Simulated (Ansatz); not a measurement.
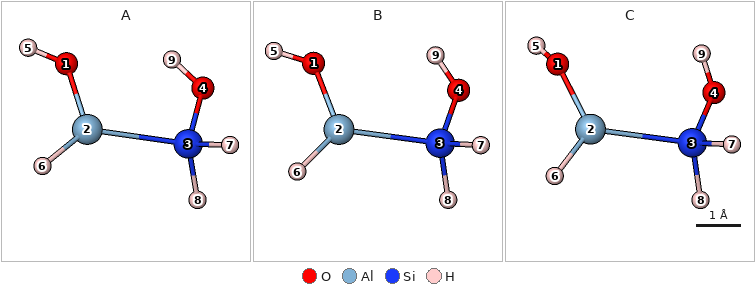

3 geometries from a converged minimum-energy path of AlSiH5O2, shuffled. A ball-and-stick model, seen at a tilt.

The calculation used RKS PBE0-D4/6-31G* (Ansatz 0.2.0). Run with 5 movable images; climbing image; force threshold 0.03 eV/Å; iteration limit 60; starting path through a guess of the saddle point.

Q: Which frame is the top of the path?

A: C. In order along the path, whose images run from 0 to 6: C (image 2, +0.139 eV), B (image 4, −0.057 eV), A (image 5, −0.064 eV). No bond forms or breaks between the ends. Bond angles that change up to the highest image, for instance: Al2–O1–H5 120.5° → 139.1°, O1–Al2–H6 114.3° → 117.6°.
